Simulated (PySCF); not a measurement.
# One shape, several levels: SiH4S (Si(SH)H3)

Wanted: a comparison of 3 runs (UPBE0/STO-6G, UMP2/STO-6G, UCCSD(T)/STO-6G) of SiH4S (Si(SH)H3). Input form: a Python script.

The results are computed with PySCF 2.14.0.

6 further runs of the same task are left out: 6 set aside as unsound or not needed.

### Step 1. Starting point

The species is SiH4S (6 atoms), meant as a singlet with charge 0. As SMILES, `[H][Si]([H])([H])S`. The Si1–H4 distance was set to 2.613 Å, away from the relaxed value. At this shape a bond of the SMILES string is far longer than usual.

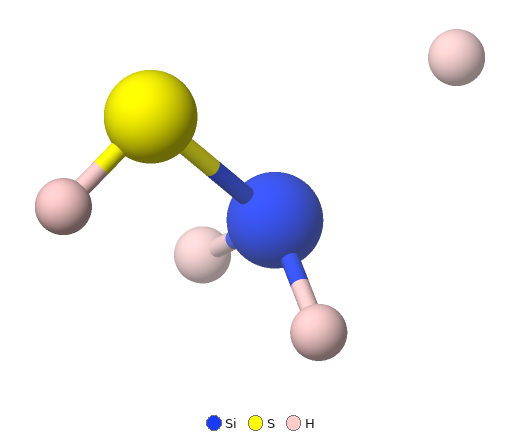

The structure, seen from a chosen angle (silicon blue, sulfur yellow, hydrogen pink).

### Step 2. The energy at UPBE0/STO-6G (run 1)

Contents of run.py:

```python
from pyscf import gto, dft

mol = gto.Mole()
mol.atom = [
    ('Si', (-0.922640, -0.009620, -0.252281)),
    ('S', (-0.870130, 0.024740, 1.893769)),
    ('H', (-2.180660, 0.064830, 2.087539)),
    ('H', (1.606010, -0.020690, -0.909950)),
    ('H', (-1.627080, 1.185520, -0.697861)),
    ('H', (-1.624750, -1.220180, -0.659721)),
]
mol.basis = 'sto-6g'
mol.verbose = 4
mol.max_memory = 1860
mol.build()

calc0 = dft.UKS(mol)
calc0.xc = 'pbe0'
calc0.conv_tol = 1e-10
calc0.grids.level = 5
calc0.kernel()
if not calc0.converged:
    calc0 = calc0.newton().run(calc0.mo_coeff, calc0.mo_occ)
for _ in range(3):
    mo, _, stable, _ = calc0.stability(return_status=True)
    if stable:
        break
    calc0.kernel(calc0.make_rdm1(mo, calc0.mo_occ))

e_tot = calc0.e_tot
print('E = %.10f Eh' % e_tot)
```

Command:

```sh
$ OMP_NUM_THREADS=1 python run.py
```

The log of the run:

```text
PySCF version 2.14.0

[... 99 lines left out ...]
converged SCF energy = -687.192019976207  <S^2> = 1.2860824e-12  2S+1 = 1
[... 76 lines left out ...]
converged SCF energy = -687.206178553437  <S^2> = 0.64177488  2S+1 = 1.8886767
[... 2 lines left out ...]
E = -687.2061785534 Eh
```

It took 32 s on 1 thread of Intel Xeon 6975P-C (Granite Rapids), shared host; peak memory 0.4 GiB.

### Step 3. A single-point energy at UMP2/STO-6G (run 2)

Contents of calc.py:

```python
from pyscf import gto, scf, mp

mol = gto.Mole()
mol.atom = '''
Si  -0.922640  -0.009620  -0.252281
S   -0.870130   0.024740   1.893769
H   -2.180660   0.064830   2.087539
H    1.606010  -0.020690  -0.909950
H   -1.627080   1.185520  -0.697861
H   -1.624750  -1.220180  -0.659721
'''
mol.max_memory = 1860
mol.verbose = 3
mol.basis = 'sto-6g'
mol.build()

myscf = scf.UHF(mol)
myscf.conv_tol = 1e-10
myscf.kernel()
if not myscf.converged:
    myscf = myscf.newton().run(myscf.mo_coeff, myscf.mo_occ)
for _ in range(3):
    mo, _, stable, _ = myscf.stability(return_status=True)
    if stable:
        break
    myscf.kernel(myscf.make_rdm1(mo, myscf.mo_occ))

pt = mp.MP2(myscf, frozen=10).run()
e_tot = pt.e_tot
print('E(%s) = %.9f' % ('MP2', e_tot))
```

Command:

```sh
$ OMP_NUM_THREADS=1 python calc.py
```

The log of the run:

```text
converged SCF energy = -686.162275566656  <S^2> = 1.1621992e-10  2S+1 = 1
<class 'pyscf.scf.uhf.UHF'> wavefunction has an internal instability
converged SCF energy = -686.24482144138  <S^2> = 0.88032584  2S+1 = 2.1263357
<class 'pyscf.scf.uhf.UHF'> wavefunction is stable in the internal stability analysis
E(UMP2) = -686.29706456998  E_corr = -0.0522431285998775
E(SCS-UMP2) = -686.305334467215  E_corr = -0.0605130258350693
E(MP2) = -686.297064570
```

It took 0.99 s on 1 thread of Intel Xeon 6975P-C (Granite Rapids), shared host; peak memory 0.12 GiB.

### Step 4. The energy at UCCSD(T)/STO-6G (run 3)

Contents of job.py:

```python
from pyscf import gto, scf, cc

mol = gto.M(
    atom='''
Si  -0.922640  -0.009620  -0.252281
S   -0.870130   0.024740   1.893769
H   -2.180660   0.064830   2.087539
H    1.606010  -0.020690  -0.909950
H   -1.627080   1.185520  -0.697861
H   -1.624750  -1.220180  -0.659721
''',
    basis='sto-6g',
    max_memory=1860,
    verbose=4,
)

myscf = scf.UHF(mol)
myscf.conv_tol = 1e-10
myscf.kernel()
if not myscf.converged:
    myscf = myscf.newton().run(myscf.mo_coeff, myscf.mo_occ)
for _ in range(3):
    mo, _, stable, _ = myscf.stability(return_status=True)
    if stable:
        break
    myscf.kernel(myscf.make_rdm1(mo, myscf.mo_occ))

mycc = cc.CCSD(myscf, frozen=10)
mycc.kernel()
e_t = mycc.ccsd_t()
e_tot = mycc.e_tot + e_t
print('Final energy', e_tot)
```

Command:

```sh
$ OMP_NUM_THREADS=1 python job.py
```

The log of the run:

```text
PySCF version 2.14.0

[... 90 lines left out ...]
converged SCF energy = -686.162275566656  <S^2> = 1.1621992e-10  2S+1 = 1
[... 60 lines left out ...]
converged SCF energy = -686.24482144138  <S^2> = 0.88032584  2S+1 = 2.1263357
[... 14 lines left out ...]
Init t2, MP2 energy = -0.0522431277485549
[... 19 lines left out ...]
UCCSD converged
[... 2 lines left out ...]
Final energy -686.3377372036376
```

Run time: 1.4 s. Hardware: 1 thread of Intel Xeon 6975P-C (Granite Rapids), shared host; peak memory 0.11 GiB.

### Step 5. The series

| run | level | integration grid | frozen core orbitals | energy (Eh) | dipole moment (D) of the reference | HOMO energy (eV) | LUMO energy (eV) | wall time |
| --- | --- | --- | --- | --- | --- | --- | --- | --- |
| 1 | UPBE0/STO-6G | 5 | – | -687.206179 | 1.36 | -3.48 | 0.79 | 32 s |
| 2 | UMP2/STO-6G | – | 10 | -686.297065 | 1.44 | -6.87 | 5.86 | 0.99 s |
| 3 | UCCSD(T)/STO-6G | – | 10 | -686.337737 | 1.44 | -6.87 | 5.86 | 1.4 s |

### Step 6. Summary of results

| quantity | value |
| --- | --- |
| run 3: total energy | -686.33774 Eh |
| run 3: dipole moment (Hartree–Fock density) | 1.44 D |
| run 3: HOMO energy (Hartree–Fock orbitals) | -6.87 eV |
| run 3: LUMO energy (Hartree–Fock orbitals) | 5.86 eV |
| run 3: HOMO–LUMO gap (Hartree–Fock orbitals) | 12.73 eV |
| run 3: correlation energy (10 core orbitals frozen) | -92.9 mEh |
| run 3: (T) correction | -2.25 mEh |
| run 3: ⟨S²⟩ of the reference determinant | 0.880 |
| run 3: T1 diagnostic | 0.061 |

**Reading.** In runs 1, 2, 3 the basis is minimal, so the values are rough. Spin contamination of the reference: run 2 ⟨S²⟩ = 0.88, run 3 ⟨S²⟩ = 0.88, run 1 ⟨S²⟩ = 0.64. Where it is this large, the reference is a mixture of spin states, and values that rest on it are in doubt. All runs together took 34 s, the longest 32 s.
